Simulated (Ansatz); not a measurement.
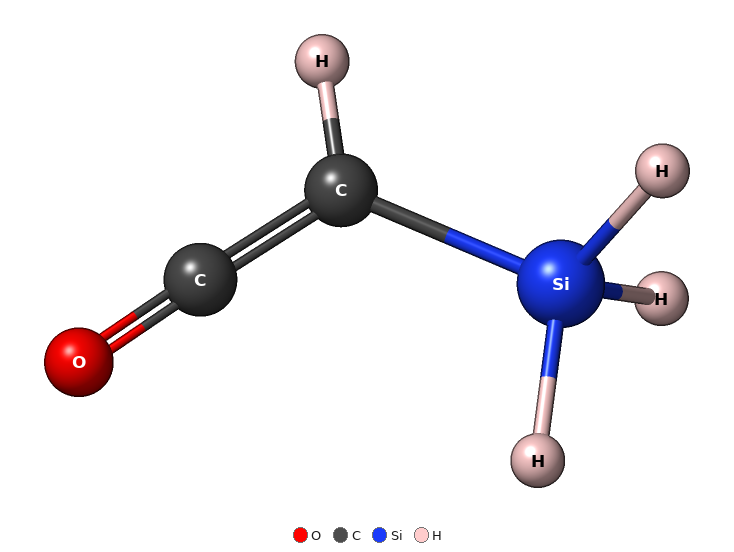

Sticks follow a distance rule. Harmonic vibrations computed with RKS PBE0-D4/def2-TZVP (Ansatz 0.2.0) at a stationary point of the same level.

Question: Minimum or transition state?

Answer: A minimum: no imaginary frequency, and the lowest mode lies at 108 cm⁻¹.

Question: How many vibrational modes are there, and where do they lie?

Answer: 18 modes: 108, 143, 417, 547, 589, 622, 686, 806, 931, 932, 964, 1067, 1332, 2219, 2224, 2239, 2252, 3209 cm⁻¹.
